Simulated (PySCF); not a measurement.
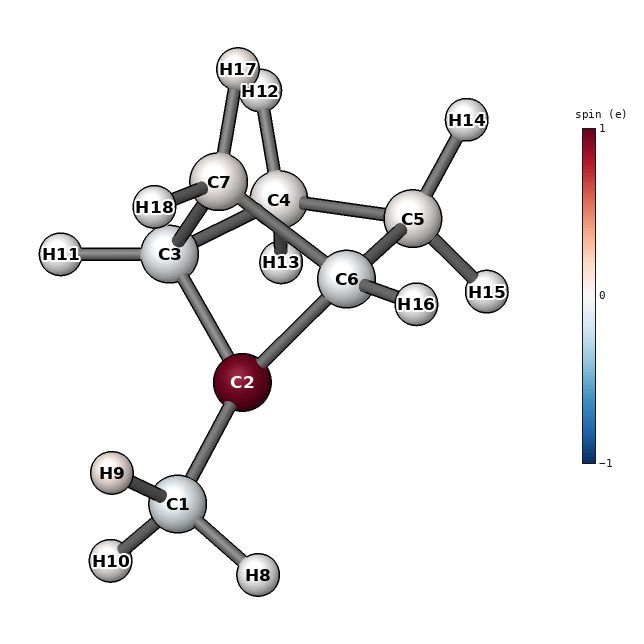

Atoms are coloured by their Mulliken spin populations. The species is neutral and a spin doublet. The computed structure is the end point of a GFN2-xTB optimisation. No frequency run is at hand to confirm it as a minimum. Method: UKS B3LYP, pcH-1 on C H, non-relativistic (PySCF 2.14.0).

### Which atom carries the largest spin population?

C2 (0.96 e).

### Which atom has the lowest spin population?

C1 (−0.07 e); a negative value comes from spin polarisation.

List the Mulliken spin populations.

```csv
atom,value (e)
C1,−0.07
C2,0.96
C3,−0.04
C4,0.02
C5,0.02
C6,−0.04
C7,0.03
H8,0.01
H9,0.08
H10,0.01
H11,0.00
H12,0.00
H13,0.00
H14,0.00
H15,0.00
H16,0.00
H17,0.03
H18,0.00
```

Mulliken values depend strongly on the basis set.
